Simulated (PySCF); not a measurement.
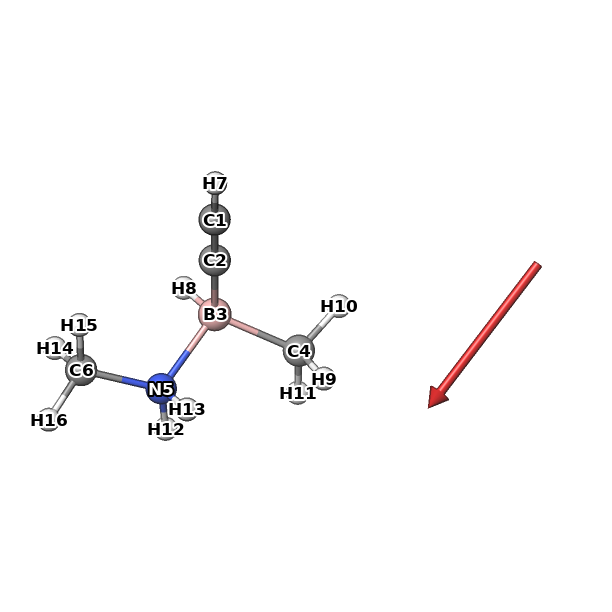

The arrow beside the molecule shows the direction of the dipole moment, from the negative to the positive end (its length means nothing). Computed geometry: GFN2-xTB optimisation. No frequency run is at hand to confirm it as a minimum. Properties computed with CAM-B3LYP/def2-SVPD, gas phase (PySCF 2.14.0).

Q: How large is the dipole moment?

A: 4.97 D; it points from the side of H10 to the side of H16 (the outermost atoms at the two ends).

The geometry is semi-empirical. Around B such bond lengths and angles can be off by a tenth of an ångström or more and by several degrees, and values that hang on the shape move with them.
